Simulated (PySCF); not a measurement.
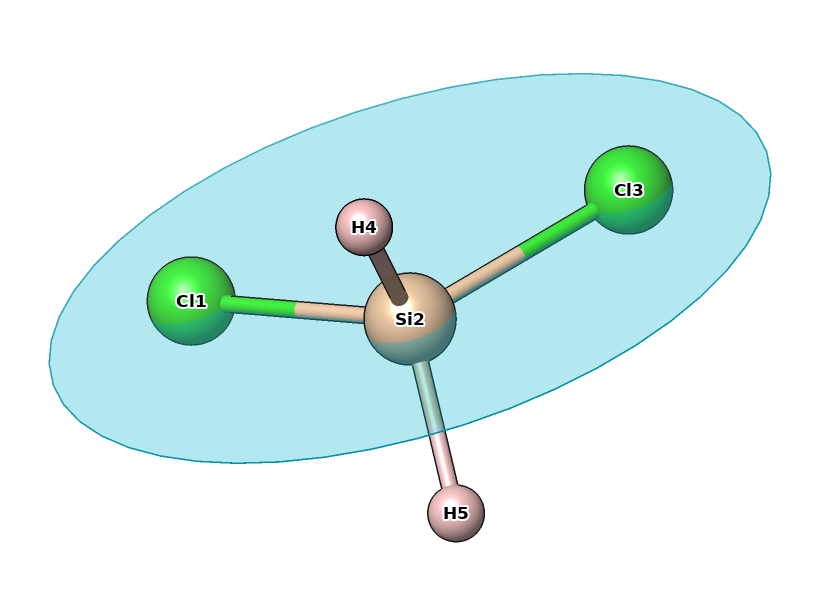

A disc through the centre of mass is drawn in. Distant atoms are faded towards the background colour. Computed geometry: GFN2-xTB optimisation. No frequency run is at hand to confirm it as a minimum.

> Is the plane of the disc a mirror plane of the structure?

Yes. The reflection leaves Cl1, Si2, Cl3 in place and moves H4 ↔ H5. The point group is C2v.
